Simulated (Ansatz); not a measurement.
CH5AlN (doublet)

Input

```
crystal:
  periodic: [false, false, false]
  atoms:
    - { symbol: C, position_ang: [-0.847, 0.9964, -0.5126] }
    - { symbol: Al, position_ang: [0.7429, 0.4021, 0.4039] }
    - { symbol: "N", position_ang: [0.8831, -1.4353, 0.8698] }
    - { symbol: H, position_ang: [-1.514, 0.1986, -0.6784] }
    - { symbol: H, position_ang: [-0.6177, 1.4649, -1.5265] }
    - { symbol: H, position_ang: [-1.3928, 1.8331, 0.0918] }
    - { symbol: H, position_ang: [-0.08101, -1.88874, 0.57432] }
    - { symbol: H, position_ang: [0.8636, -1.48608, 1.90051] }
magnetization:
  spin_polarized: true
  initial_magnetization: 1
basis:
  gaussian: { orbitals: def2-SVP }
hamiltonian:
  xc: { name: BHLYP }
relax:
  f_tol: 0.015
  max_steps: 40
output:
  orbitals: {}
```

Launched as:

```sh
ansatz run input.yaml --threads 1 --pin off --max-ram 2048MiB --backend cpu --events-out ev --progress --plain --runs-dir out
```

The fields are those of the run's last geometry, not of the input's.

Computed with UKS BHLYP/def2-SVP (Ansatz).

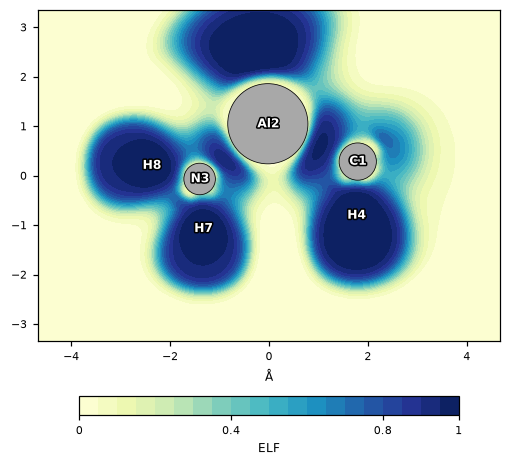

Figure 1. ELF on the plane of atoms Al2, N3 and H8. Grey discs cover the atomic cores.

Q: What does the map show?

A:
- Atoms in the plane: C, Al, N and H.
- Al–N (1.77 Å): the ELF peaks at about 0.95 in the valence shell of N, 0.7 Å from its nucleus, and is about 0.50 at the midpoint.
- C–Al (1.97 Å): the ELF peaks at about 0.95 between the atoms: a polar covalent bond.
- N–H (1.01 Å): the ELF climbs to about 1 towards the hydrogen, as it does in any bond to H (a covalent bond by its length).
- C–H (1.10 Å): the ELF climbs to about 1 towards the hydrogen; an ordinary covalent bond to hydrogen.
- The ELF also peaks beside Al2, away from the bonds: non-bonding electrons, paired or unpaired.

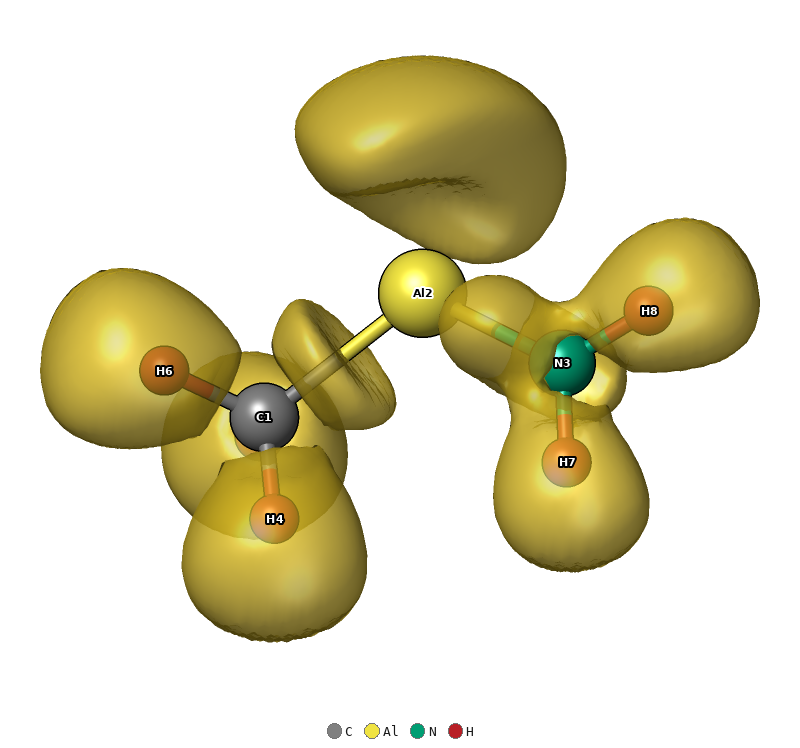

Figure 2. Isosurface of the electron localisation function at 0.8 (yellow), seen at a tilt. Only the valence region is drawn (cores and ρ < 0.01 e/Å³ removed).

Q: What do the ELF domains correspond to?

A: The surface consists of one region between bonded Al–C atoms (shared pairs), three regions around hydrogen nuclei, one lobe on Al, pointing away from the bonds (non-bonding electrons) and one joined region spread over several atoms (H, N), in which their bonds and any lone pairs are merged.

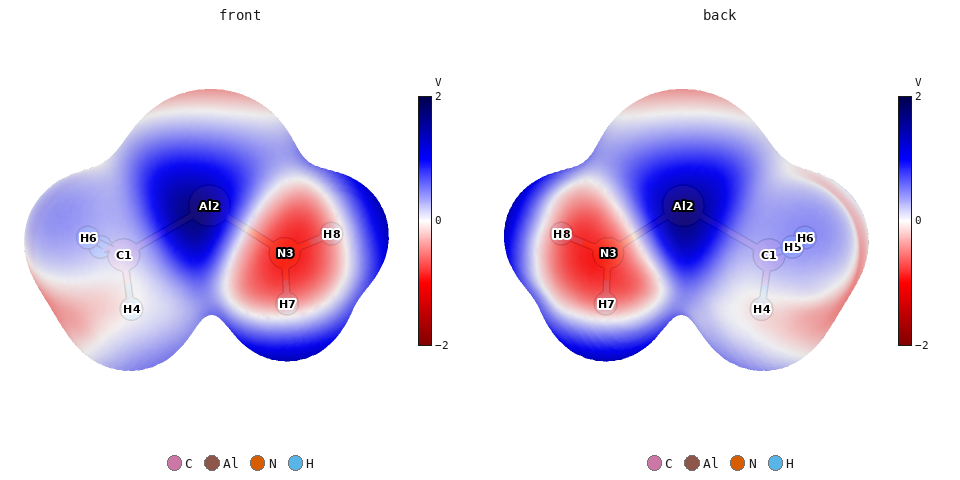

Figure 3. The electrostatic potential painted on the density surface at 0.002 e/bohr³, seen from the front and from behind; the colour scale runs from red (negative) to blue (positive).

Q: Where is the surface potential most negative and most positive?

A: The most negative region (about −0.9 V, or −21 kcal/mol for a unit charge) lies over N3, the most positive (about +1.6 V, or +37 kcal/mol for a unit charge) over Al2.

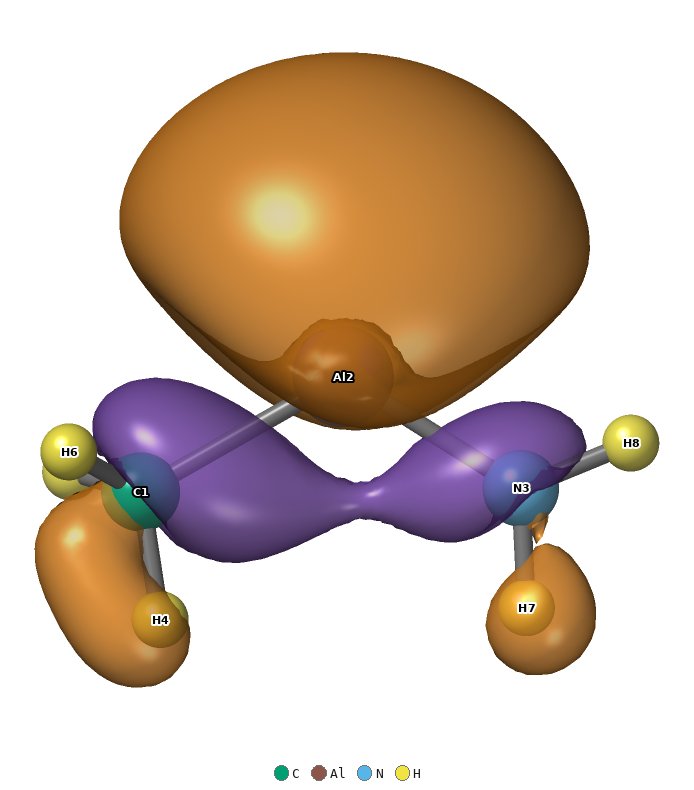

Figure 4. The LUMO (β) at ±0.08 Å⁻³ᐟ² (orange and purple are the two phases), seen across its widest extent.

Q: What is the character of this orbital?

A: Its weight (Hirshfeld) is mainly on Al2 (about 80 %) and C1 (about 10 %). Its energy is −1.06 eV.
